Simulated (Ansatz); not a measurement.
# SrPbSe3 (model cell, started as cubic perovskite with Pb in the octahedra): a soft mode frozen in

Aim: this structure of SrPbSe3 (model cell, started as cubic perovskite with Pb in the octahedra) is to be tested for unstable modes, and one is followed downhill.

Main program and level: Ansatz 0.2.0; DFT PBE, scalar-relativistic, plane waves, PAW; PAW set soft_1.

The structure was built from a prototype and need not be the compound's stable phase.

## Step 1: Starting point

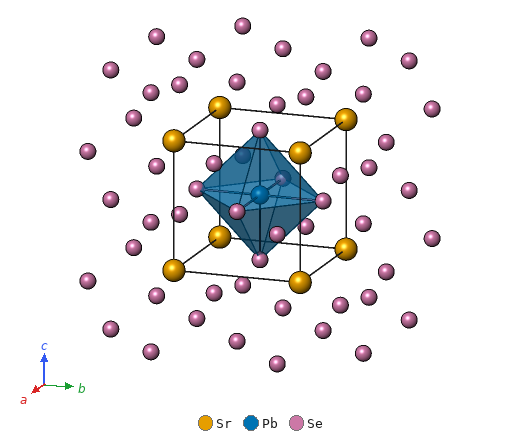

Start, viewed slightly off an axis; strontium orange, lead blue, selenium pink. Some periodic images of atoms are drawn too.

## Step 2: Response at finite wavevector

The cell comes from relaxations at this level that are not shown. Stability and thermal properties need the whole zone. Linear response on a 2×2×2 q mesh gives force constants as far as a supercell of that size would.

Input file input.yaml:

```yaml
crystal:
  lattice:
    - [5.4577123742, 0.0, 0.0]
    - [0.0, 5.4577123742, 0.0]
    - [0.0, 0.0, 5.4577123742]
  atoms:
    - { symbol: Sr, position: [0.0, 0.0, 0.0] }
    - { symbol: Pb, position: [0.5, 0.5, 0.5] }
    - { symbol: Se, position: [0.5, 0.5, 0.0] }
    - { symbol: Se, position: [0.5, 0.0, 0.5] }
    - { symbol: Se, position: [0.0, 0.5, 0.5] }
kpoints:
  mp_grid: { grid: [8, 8, 8] }
hamiltonian:
  xc: pbe
  pseudopotentials: { kind: paw, azcp: { folder: soft_1 } }
scf:
  occupations: { method: methfessel_paxton, width: 0.2 }
output:
  eigenvalues: true
phonons:
  method: dfpt
  qmesh: [2, 2, 2]
  temperatures: { t_max: 1000, t_step: 50 }
  qpath:
    path:
      - [[0.0, 0.0, 0.0], [0.0, 0.5, 0.0], [0.5, 0.5, 0.0], [0.0, 0.0, 0.0], [0.5, 0.5, 0.5], [0.0, 0.5, 0.0]]
      - [[0.5, 0.5, 0.5], [0.5, 0.5, 0.0]]
    npoints: 10
```

Command:

```bash
$ ansatz run input.yaml --threads 4 --pin off --max-ram 16384MiB --backend cpu --events-out ev --progress --plain --runs-dir out
```

Numbers of over 12 decimals in the logs are rounded to 6 here.

Output:

```text
Engine: ansatz 0.2.0, aarch64-unknown-linux-gnu
Pseudopotentials: kind: paw
Pseudopotential: Sr, paw, valence charge 10, recommended cutoff 420 eV (normal), soft_1/Sr.paw.azcp
Pseudopotential: Pb, paw, valence charge 14, recommended cutoff 420 eV (normal), soft_1/Pb.paw.azcp
Pseudopotential: Se, paw, valence charge 16, recommended cutoff 420 eV (normal), soft_1/Se.paw.azcp
Functional definition: PBE
  parameter kappa = 0.804
  parameter beta = 0.066725
  exchange = pbe_x(kappa = kappa, mu = beta*pi^2/3)
  correlation = pbe_c(beta = beta)
Crystal: 5 atoms, lattice volume = 162.567 Å³
Basis set: ecut = 420 eV, 3191 PW (Γ), exchange–correlation on 80×80×80 points (8 copies of the dense FFT grid, shifted against one another)
Bands: 44, of which v1, the nominal top of the filled ones, is band 36 counted from 1 (35 counted from 0)
Symmetry: 48 space group operations
k-points: 35 of 512
Non-local potential: Sr, projectors of the file, l = 0: 3, l = 1: 2, l = 2: 2
Non-local potential: Pb, projectors of the file, l = 0: 2, l = 1: 2, l = 2: 2, l = 3: 1
Non-local potential: Se, projectors of the file, l = 0: 2, l = 1: 2, l = 2: 3, l = 3: 1
PAW form: soft (Blöchl's): semilocal exchange-correlation on the pseudo side does not see the compensation charge
PAW one-centre angular grid: Sr, 110 points (default); XC on 64 Gauss nodes
PAW one-centre angular grid: Pb, 590 points (default); XC on 64 Gauss nodes
PAW one-centre angular grid: Se, 590 points (default); XC on 64 Gauss nodes
Initial density: superposition of atomic densities (chi_scale 0.1, normalization cell, long waves kept (reshape's long-wave potential 0.00 eV rms))
Initial wavefunctions: pseudopotential atomic-orbital guess
Functional: x = pbe(κ = 0.804, μ = 0.219515), c = pbe(β = 0.066725)
SCF iter   1: F=—  HF=-31864.221374 eV  |F-HF|=—  |Δ(HF+E_count)|=         —  Δρ=2.98e-2  dr2=3.21e0  ethr=3.10e-3  ⟨swp⟩=8.5  Hψ=7447  notcnv=0
preconditioner: auto → Kerker (q_TF=auto, 2.382 Å⁻¹)  [metal: Δε(μ)=0.009 eV  Ē_g=10.288 eV  σ=0.200 eV  W_gap=0.04  n_scr=32 (ndim 8)  ℏωp=17.0 eV  f_vac=0.004  D(μ)=3.47/eV (n_scr^D=18)]
SCF iter   2: F=—  HF=-31863.562834 eV  |F-HF|=—  |Δ(HF+E_count)|=   6.59e-1  S|Δr|=    0.00e0  Δρ=1.92e-2  dr2=1.64e0  ethr=3.10e-3  ⟨swp⟩=3.0  Hψ=2177  notcnv=0  defer=52
SCF iter   3: F=—  HF=-31862.995038 eV  |F-HF|=—  |Δ(HF+E_count)|=   5.68e-1  S|Δr|=    0.00e0  Δρ=5.15e-3  dr2=1.03e-1  ethr=2.28e-3  ⟨swp⟩=3.7  Hψ=3714  notcnv=0  defer=72
SCF iter   4: F=—  HF=-31862.969662 eV  |F-HF|=—  |Δ(HF+E_count)|=   2.54e-2  S|Δr|=    0.00e0  Δρ=1.93e-3  dr2=1.61e-2  ethr=1.43e-4  ⟨swp⟩=2.0  Hψ=2862  notcnv=0  defer=71
SCF iter   5: F=—  HF=-31862.962082 eV  |F-HF|=—  |Δ(HF+E_count)|=   7.58e-3  S|Δr|=    0.00e0  Δρ=9.42e-4  dr2=4.67e-3  ethr=2.23e-5  ⟨swp⟩=2.0  Hψ=2727  notcnv=0  defer=71
SCF iter   6: F=—  HF=-31862.961171 eV  |F-HF|=—  |Δ(HF+E_count)|=   9.11e-4  S|Δr|=    0.00e0  Δρ=5.27e-4  dr2=1.24e-3  ethr=6.48e-6  ⟨swp⟩=2.8  Hψ=2718  notcnv=0  defer=70
SCF iter   7: F=—  HF=-31862.961087 eV  |F-HF|=—  |Δ(HF+E_count)|=   8.45e-5  S|Δr|=    0.00e0  Δρ=1.61e-4  dr2=6.89e-5  ethr=1.72e-6  ⟨swp⟩=2.4  Hψ=2579  notcnv=0  defer=69
SCF iter   8: F=—  HF=-31862.961143 eV  |F-HF|=—  |Δ(HF+E_count)|=   5.65e-5  S|Δr|=    0.00e0  Δρ=3.90e-5  dr2=5.67e-6  ethr=9.57e-8  ⟨swp⟩=2.1  Hψ=2372  notcnv=0  defer=69
SCF iter   9: F=—  HF=-31862.961142 eV  |F-HF|=—  |Δ(HF+E_count)|=   1.31e-6  S|Δr|=    0.00e0  Δρ=1.03e-5  dr2=1.84e-7  ethr=7.88e-9  ⟨swp⟩=2.0  Hψ=2231  notcnv=0  defer=72
SCF iter  10: F=—  HF=-31862.961142 eV  |F-HF|=—  |Δ(HF+E_count)|=   4.46e-7  S|Δr|=    0.00e0  Δρ=2.20e-6  dr2=7.43e-9  ethr=2.55e-10  ⟨swp⟩=2.1  Hψ=2201  notcnv=0  defer=72
[...]
SCF 1 converged in 14 iterations: F = -31862.961142 eV  dr2 = 2.47e-12
  greatest PAW one-centre occupation: 1.000 electrons in one spin orbital (limit 2), on the Se atom at site 4 (counted from 0), in its partial waves of l = 2
Initial density: read from a saved state, or passed on in memory by an earlier SCF of this step, an earlier step, the calling program or the single point that the run made first
iter 1 solved again at ethr=5.25e-6 eV; its pass at ethr=3.10e-3 eV (dr2=3.78e-3 eV) is discarded
SCF iter   1: F=—  HF=-31862.961140 eV  |F-HF|=—  |Δ(HF+E_count)|=         —  Δρ=5.86e-6  dr2=2.07e-8  ethr=5.25e-6  ⟨swp⟩=3.1  Hψ=10649  notcnv=0
eigensolver tolerance schedule: the retry pair's looser diagonalisation over-reported the residual by 183136.82 of it (diagonalisation noise at an unbounded share of the residual, at the tolerance the schedule requests for it); recorded, not acted on — ethr = c·dr2/N_el stays at c = 1.0e-1
preconditioner: auto → LDOS  [metal: Δε(μ)=0.010 eV  Ē_g=13.413 eV  σ=0.200 eV  W_gap=0.04  n_scr=32 (ndim 8)  ℏωp=18.4 eV  f_vac=0.041  D(μ)=3.28/eV (n_scr^D=18)  β→1.0]
SCF iter   2: F=—  HF=-31862.961142 eV  |F-HF|=—  |Δ(HF+E_count)|=   1.92e-6  S|Δr|=    0.00e0  Δρ=6.65e-6  dr2=2.92e-8  ethr=2.87e-11  ⟨swp⟩=5.1  Hψ=5452  notcnv=0
SCF iter   3: F=—  HF=-31862.961142 eV  |F-HF|=—  |Δ(HF+E_count)|=   5.67e-9  S|Δr|=    0.00e0  Δρ=3.06e-6  dr2=5.48e-9  ethr=2.87e-11  ⟨swp⟩=3.0  Hψ=2897  notcnv=0
SCF iter   4: F=—  HF=-31862.961142 eV  |F-HF|=—  |Δ(HF+E_count)|=  1.38e-10  S|Δr|=    0.00e0  Δρ=2.25e-6  dr2=3.05e-9  ethr=7.61e-12  ⟨swp⟩=1.0  Hψ=1540  notcnv=0
SCF iter   5: F=—  HF=-31862.961142 eV  |F-HF|=—  |Δ(HF+E_count)|=  6.55e-11  S|Δr|=    0.00e0  Δρ=1.59e-6  dr2=1.52e-9  ethr=4.23e-12  ⟨swp⟩=1.0  Hψ=1540  notcnv=0
SCF iter   6: F=—  HF=-31862.961142 eV  |F-HF|=—  |Δ(HF+E_count)|=  3.64e-11  S|Δr|=    0.00e0  Δρ=9.27e-7  dr2=5.17e-10  ethr=2.11e-12  ⟨swp⟩=1.3  Hψ=1550  notcnv=0
SCF iter   7: F=—  HF=-31862.961142 eV  |F-HF|=—  |Δ(HF+E_count)|=    0.00e0  S|Δr|=    0.00e0  Δρ=4.90e-7  dr2=1.44e-10  ethr=1.00e-12  ⟨swp⟩=1.7  Hψ=1566  notcnv=0
SCF iter   8: F=—  HF=-31862.961142 eV  |F-HF|=—  |Δ(HF+E_count)|=    0.00e0  S|Δr|=    0.00e0  Δρ=1.92e-7  dr2=2.22e-11  ethr=1.00e-12  ⟨swp⟩=1.0  Hψ=1540  notcnv=0
SCF iter   9: F=-31862.961142 eV  HF=-31862.961142 eV  |F-HF|=7.28e-12  |Δ(HF+E_count)|=  1.46e-11  S|Δr|=    0.00e0  Δρ=6.21e-8  dr2=2.21e-12  ethr=1.00e-12  ⟨swp⟩=4.1  Hψ=3726  notcnv=0
SCF 2 converged in 9 iterations: F = -31862.961142 eV  dr2 = 2.21e-12
  greatest PAW one-centre occupation: 1.000 electrons in one spin orbital (limit 2), on the Se atom at site 3 (counted from 0), in its partial waves of l = 2
phonons: the bands overlap, so this run is a metal and interpolates without the dipole-dipole term. If the crystal is really an insulator or semiconductor, its LO-TO splitting is missing
NSCF: frozen V_eff on 35 k-points
WARN: eigensolver did not converge (k=1): 1 band(s) unlocked after 20 sweeps at ethr=1.56e-12 eV (storage-precision floor; scheduled 1.00e-12 eV) (lowest unlocked band 43, counted from 0; max residual 3.39e-4 eV among the unlocked bands, 3.39e-4 eV over every band; other slots of this pass that fall short are told together in one closing line; warning suppressed until the next SCF loop or pass starts)
WARN: eigensolver did not converge in 6 slots of this pass, the one above among them; of largest residual over every band (k=1): 1 band(s) unlocked (lowest unlocked band 43, counted from 0; max residual 3.39e-4 eV among the unlocked bands, 3.39e-4 eV over every band); of lowest unlocked band (k=1): band 43
NSCF: frozen V_eff on 125 k-points
DFPT response loops at q = (0, 0, 0) (fractional): preconditioner auto → Kerker (q_TF=auto, 2.382 Å⁻¹) (partly filled bands, converged f_vac=0.041); β = 1.00, the filter's whole step (`scf.mixing.beta` (0.50) is not read by the response loops under this deck's `scf.mixing.preconditioner`; to damp them name `kerker` or `kerker_dos`, under which they read `scf.mixing.beta`, and type it under 1.00, their step now; both keys bind the ground state too); Broyden in place of MSR1
NSCF: frozen V_eff on 250 k-points
DFPT response loops at q = (0, 0, -0.5) (fractional): mixed as the last ones told, above
NSCF: frozen V_eff on 250 k-points
DFPT response loops at q = (0, -0.5, -0.5) (fractional): mixed as the last ones told, above
NSCF: frozen V_eff on 250 k-points
DFPT response loops at q = (-0.5, -0.5, -0.5) (fractional): mixed as the last ones told, above
SCF converged after 14 iterations
Stability not checked: this state was not tested for a lower state beside it, because cold or Methfessel-Paxton smearing, or corrected tetrahedra, fill the levels in a way that the test cannot read (fill_not_monotonic; see scf.lower_state_search)
Free energy (F): -31862.961142 eV
Harris-Foulkes:  -31862.961142 eV  (|F-HF|=0.00e0)
Internal energy: -31862.958139 eV  (E = F + TS)
E sigma→0 (E₀):  -31862.960391 eV
Entropy (-TS):   -0.003004 eV (-0.601 meV/atom)
Fermi energy:    6.321537 eV
--- Per-component energies (eV) ---
  E_band       = -1408.049249
  E_kinetic    = 854.583263
  E_local      = -11137.584248  (includes V_loc(G=0)·N_el)
  E_nonlocal   = -522.520582
  E_hartree    = 5421.595668
  E_xc         = -633.160392
  E_vxc        = -560.711840  (∫ρ·V_xc dr)
  E_paw        = -19478.964154  (= ΣΔE_a)
  E_vpaw       = -885.006096  (= ΣTr[D̂ρ^β])
  E_aug_tail   = -0.001155  (compensation charges beyond the density's cutoff)
  E_ewald      = -6366.906539
  E_smearing   = -0.003004  (= −TS)
  E_closure    = 0.000000  (closes the sum)
  Σ components = -31862.961142   (vs F -31862.961142, Δ=0.00e0)
--- Band table (eV; the first three rows and the last of 35) ---
  k-point 0: bands = [... 32 lower, 5.5466, 5.5466, 5.6867, 5.6867, 5.6867, 8.0751, 9.2359, 9.2359, ... 4 higher]
  k-point 1: bands = [... 32 lower, 5.4847, 5.4847, 5.5818, 5.6492, 5.6492, 8.3762, 9.3388, 9.4317, ... 4 higher]
  k-point 2: bands = [... 32 lower, 5.3126, 5.3126, 5.5892, 5.5892, 5.6066, 9.0618, 9.6099, 9.9031, ... 4 higher]
  k-point 34: bands = [... 32 lower, 5.9375, 6.5794, 6.5794, 6.5794, 8.6128, 8.6720, 8.6720, 8.6720, ... 4 higher]
--- Phonons (Γ-DFPT): 4 representative perturbations + reference (Σ response iterations 12) ---
  ASR residual: 6.902e-5 → 0.000e0 eV/Å²; symmetrization residual: 3.022e-5 eV/Å²
  ASR residual per site (eV/Å²): 6.90e-5 1.67e-5 3.71e-5 3.71e-5 3.71e-5
  Γ frequencies (cm⁻¹): -81.13 -81.13 -81.13 -63.42 -63.42 -63.42 -17.11 -17.11 -17.11 0.00 0.00 0.00 193.21 193.21 193.21
--- Phonons (arbitrary-q DFPT): 4 irreducible q on the 2×2×2 mesh ---
  q = [0.0000, 0.0000, 0.0000] (star 1, of the zone-centre solve; hermiticity 6.92e-6, symmetrization 1.68e-11): -81.13 -81.13 -81.13 -63.42 -63.42 -63.42 -17.11 -17.11 -17.11 -0.00 0.00 0.00 193.21 193.21 193.21
  q = [0.0000, 0.0000, -0.5000] (star 3, 9 solved perturbations in 975 linear systems a pass and spin channel, the states on 125 of 512 k-point pairs; hermiticity 5.22e-6, symmetrization 1.53e-11): -77.95 -77.95 -73.78 -65.83 -60.14 -60.14 -35.42 -32.29 -32.29 20.60 20.60 111.54 175.34 195.38 195.38
  q = [0.0000, -0.5000, -0.5000] (star 3, 9 solved perturbations in 975 linear systems a pass and spin channel, the states on 125 of 512 k-point pairs; hermiticity 1.09e-5, symmetrization 8.41e-13): -90.14 -90.14 -76.62 -64.95 -64.95 -46.29 16.69 16.69 19.60 31.07 113.15 113.15 164.55 179.74 197.83
  q = [-0.5000, -0.5000, -0.5000] (star 1, 4 solved perturbations in 350 linear systems a pass and spin channel, the states on 125 of 512 k-point pairs; hermiticity 2.37e-6, symmetrization 2.68e-12): -80.19 -80.19 -80.19 -79.56 -79.56 -79.56 50.96 50.96 50.96 115.22 115.22 115.22 163.27 163.27 197.52
  sum rule: each row above includes the acoustic sum rule's correction from the zone centre's row sums; it moved no ω² by more than (0.46 cm⁻¹)²
  mesh force constants: q→R imaginary residual 3.53e-18; ASR residual 6.902e-5 → 0.000e0 eV/Å²; symmetrization residual 5.329e-15 eV/Å²
  interpolated dispersion: 62 rows × 15 modes
  density of states and harmonic sums: on the 12×12×12 q-mesh, interpolated from the force constants of a 2×2×2 supercell (no non-analytic term)
  largest difference from the sums on the solved wave vectors: F 7.83e-2 eV, S 1.17e-4 and C_V 3.83e-5 eV/K
  zero-point energy: 0.050563 eV/cell   skipped modes (ω ≤ 0): 630, of them read as no rigid motion or as one in doubt: 627 (7.429e0 modes/cell left out, lowest -90.14 cm⁻¹)   left out of the sums: 4.95e-1 of the cell's modes: C_V's classical limit lies that fraction below 3 k_B per atom; for a crystal, a wire or a layer, F and S can be off by more, and a phonons.interpolated_qmesh denser along its periods is the remedy for the sampling
```

It took 11 min on 4 threads of Arm Neoverse V1, shared host; peak memory 2.3 GiB.

Numbers from this step:

- volume per atom: 32.51 Å³
- gap on the k-mesh: 0 eV
- sum-rule residual before enforcement: 6.90e-5 eV/Å²
- lowest frequency on the path: -90.14 cm⁻¹
- point group: m-3m
- highest frequency on the path or at a solved wavevector: 197.8 cm⁻¹
- highest optical mode at the zone centre (no LO-TO term): 193.2 cm⁻¹
- lowest optical zone-centre mode: -81.13 cm⁻¹
- lowest mode on the q mesh (acoustic modes at Γ apart): -90.14 cm⁻¹

Frequencies (cm⁻¹) solved at each irreducible wavevector; negative means imaginary. Frequencies by wavevector, by row:

```tsv
q in reciprocal lattice units	star	mode 1	mode 2	mode 3	mode 4	mode 13	mode 14	mode 15
0 0 0	1	-81.1	-81.1	-81.1	-63.4	193.2	193.2	193.2
0 0 -0.5	3	-78	-78	-73.8	-65.8	175.3	195.4	195.4
0 -0.5 -0.5	3	-90.1	-90.1	-76.6	-65	164.6	179.7	197.8
-0.5 -0.5 -0.5	1	-80.2	-80.2	-80.2	-79.6	163.3	163.3	197.5
```

Interpolated from a 2×2×2 q mesh. Phonon branches along the path, in cm⁻¹:

```tsv
point	branch 1	branch 2	branch 3	branch 4	branch 12	branch 13	branch 14	branch 15
Γ	-81	-81	-81	-63	0	193	193	193
X	-78	-78	-74	-66	112	175	195	195
M	-90	-90	-77	-65	113	165	180	198
Γ	-81	-81	-81	-63	0	193	193	193
R	-80	-80	-80	-80	115	163	163	198
X	-78	-78	-74	-66	112	175	195	195
jump to R	-80	-80	-80	-80	115	163	163	198
M	-90	-90	-77	-65	113	165	180	198
```

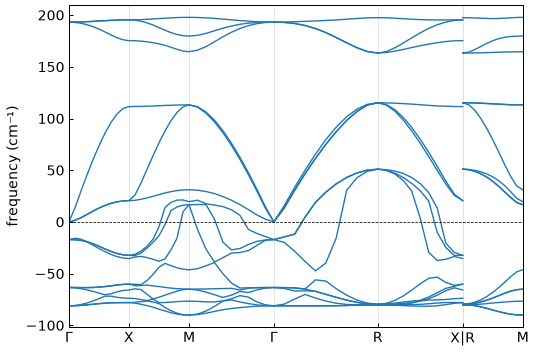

Phonon branches along the path.

Symmetry leaves 4 wavevectors to solve. The lowest mode among them, the acoustic zeros apart, lies at q = (0, -0.5, -0.5) and is imaginary, 90.1i cm⁻¹, so the energy falls along it.

## Step 3: The mode frozen in, largest atomic shift 0 Å

The mode followed lies at q = (0, -0.5, -0.5) with frequency 90.1i cm⁻¹ and is 2-fold degenerate, the softest among the wavevectors solved. At small amplitude the distorted cell has space group no. 65 by a symmetry search on the positions. The undistorted cell that holds it gives the zero of energy on the same k mesh.

System of this step: SrPbSe3 (model cell, started as cubic perovskite with Pb in the octahedra). Symmetry: Pm-3m, No. 221, cubic system. Conventional cell: a = 5.458 Å, b = 5.458 Å, c = 5.458 Å, α = 90.00°, β = 90.00°, γ = 90.00°. Sr has 12 Se at 3.86 Å nearest. Nearest to Pb lie 6 Se at 2.73 Å. Nearest to Se lie 2 Pb at 2.73 Å and 4 Sr at 3.86 Å. Nearest to Se lie 2 Pb at 2.73 Å and 4 Sr at 3.86 Å. Farther neighbours and most contacts between anions are not listed.

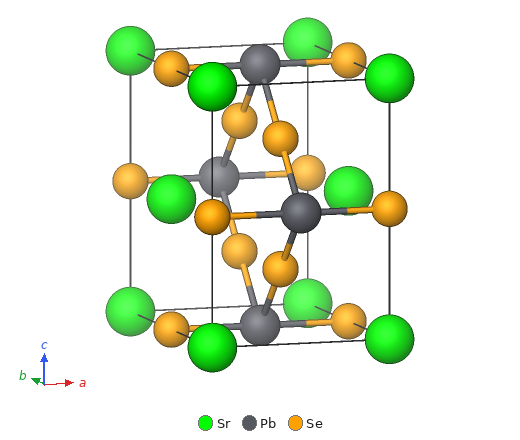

The cell of this step (strontium green, lead dark grey, selenium orange). Some periodic images of atoms are drawn too.

Input file input.yaml:

```yaml
crystal:
  lattice:
    - [-5.4577123742, 0.0, 0.0]
    - [0.0, -5.4577123742, -5.4577123742]
    - [0.0, -5.4577123742, 5.4577123742]
  atoms:
    - { symbol: Sr, position: [0.0, 0.5, 0.5] }
    - { symbol: Sr, position: [0.0, 1.0, 1.0] }
    - { symbol: Pb, position: [0.5, 0.0, 0.5] }
    - { symbol: Pb, position: [0.5, 0.5, 0.0] }
    - { symbol: Se, position: [0.5, 0.25, 0.25] }
    - { symbol: Se, position: [0.5, 0.75, 0.75] }
    - { symbol: Se, position: [0.5, 0.25, 0.75] }
    - { symbol: Se, position: [0.5, 0.75, 0.25] }
    - { symbol: Se, position: [1.0, 0.0, 0.5] }
    - { symbol: Se, position: [1.0, 0.5, 0.0] }
kpoints:
  mp_grid: { grid: [8, 6, 6] }
hamiltonian:
  xc: pbe
  pseudopotentials: { kind: paw, azcp: { folder: soft_1 } }
scf:
  occupations: { method: methfessel_paxton, width: 0.2 }
output:
  forces: true
  stress: true
  eigenvalues: true
```

Output:

```text
[...]
Crystal: 10 atoms, lattice volume = 325.134 Å³
Basis set: ecut = 420 eV, 6359 PW (Γ), exchange–correlation on 80×108×108 points (8 copies of the dense FFT grid, shifted against one another)
Bands: 87, of which v1, the nominal top of the filled ones, is band 72 counted from 1 (71 counted from 0)
Symmetry: 32 space group operations
[...]
k-points: 50 of 288
[...]
k-point 0: bands = [... 68 lower, 5.6810, 5.6845, 5.6845, 5.9401, 6.5000, 8.0650, 8.1235, 9.2239, ... 11 higher]
  k-point 1: bands = [... 68 lower, 5.5585, 5.6401, 5.7068, 5.7361, 6.3938, 7.4991, 8.3311, 9.3374, ... 11 higher]
  k-point 2: bands = [... 68 lower, 5.4865, 5.4891, 5.5238, 5.8120, 6.2012, 6.5311, 8.9256, 9.6269, ... 11 higher]
  k-point 49: bands = [... 68 lower, 5.9197, 5.9197, 6.4835, 6.4835, 8.1139, 8.1139, 9.5063, 9.5063, ... 11 higher]
[key lines of the parts left out:]
SCF converged after 11 iterations
Free energy (F): -63725.922207 eV
Fermi energy:    6.273553 eV
P = ⅓ Tr σ = 0.1085 GPa (1.085 kbar)
```

Run time: 28 s. Hardware: 4 threads; peak memory 1.5 GiB; 1.9 min of CPU time.

Numbers from this step:

```
pressure                         : 0.1085 GPa
energy from the undistorted cell : 0 meV/atom
```

The run ends at a pressure of 0.11 GPa.

## Step 4: The mode frozen in, largest atomic shift 0.6 Å

The atoms are moved along the unstable eigenvector, the largest shift by 0.6 Å, with the cell fixed.

input.yaml, the sections that differ from step 3:

```yaml
crystal:
  lattice:
    - [-5.4577123742, 0.0, 0.0]
    - [0.0, -5.4577123742, -5.4577123742]
    - [0.0, -5.4577123742, 5.4577123742]
  atoms:
    - { symbol: Sr, position: [0.0, 0.5287206411, 0.4712793589] }
    - { symbol: Sr, position: [0.0, 0.9712793589, 1.0287206411] }
    - { symbol: Pb, position: [0.5, 0.0046400421, 0.5046400421] }
    - { symbol: Pb, position: [0.5, 0.4953599579, -0.0046400421] }
    - { symbol: Se, position: [0.5, 0.25, 0.25] }
    - { symbol: Se, position: [0.5, 0.75, 0.75] }
    - { symbol: Se, position: [0.5, 0.25, 0.75] }
    - { symbol: Se, position: [0.5, 0.75, 0.25] }
    - { symbol: Se, position: [1.0, -0.0549680854, 0.4450319146] }
    - { symbol: Se, position: [1.0, 0.5549680854, 0.0549680854] }
# kpoints, hamiltonian, scf, output: as in step 3
```

Output:

```text
[...]
Crystal: 10 atoms, lattice volume = 325.134 Å³
Basis set: ecut = 420 eV, 6359 PW (Γ), exchange–correlation on 80×108×108 points (8 copies of the dense FFT grid, shifted against one another)
Bands: 87, of which v1, the nominal top of the filled ones, is band 72 counted from 1 (71 counted from 0)
Symmetry: 8 space group operations
[...]
k-points: 65 of 288
[...]
k-point 0: bands = [... 68 lower, 5.5238, 5.6609, 5.9763, 6.0478, 6.4720, 8.1116, 8.3646, 8.8024, ... 11 higher]
  k-point 1: bands = [... 68 lower, 5.4748, 5.6276, 5.8627, 5.9241, 6.3603, 7.6058, 8.4011, 9.1851, ... 11 higher]
  k-point 2: bands = [... 68 lower, 5.3756, 5.6346, 5.7841, 5.7896, 6.1700, 6.6721, 8.9339, 9.5326, ... 11 higher]
  k-point 64: bands = [... 68 lower, 5.6855, 6.0881, 6.1429, 6.2749, 7.5357, 7.5925, 9.5627, 9.6204, ... 11 higher]
[key lines of the parts left out:]
SCF converged after 10 iterations
Free energy (F): -63726.553696 eV
Fermi energy:    6.218973 eV
P = ⅓ Tr σ = 0.6473 GPa (6.473 kbar)
```

The job ended after 38 s (4 threads; peak memory 1.6 GiB).

Numbers from this step:

| Item | Value |
| --- | --- |
| pressure | 0.6473 GPa |
| energy from the undistorted cell | -63.28 meV/atom |

The energy, extrapolated to zero smearing, is -63.28 meV/atom against the undistorted cell.

The run ends at a pressure of 0.65 GPa, with forces up to 0.36 eV/Å.

(Continued in part 2 of 3.)

[Logs are printed without paths, hosts, clocks, repeated set-up lines and the standing remarks that a program may print on its own settings, such as how far it seeks lower states.]

[Hosts, paths, dates, database ids (printed as entryN), source tags and the programs' standing remarks are cut or masked in the printed files.]
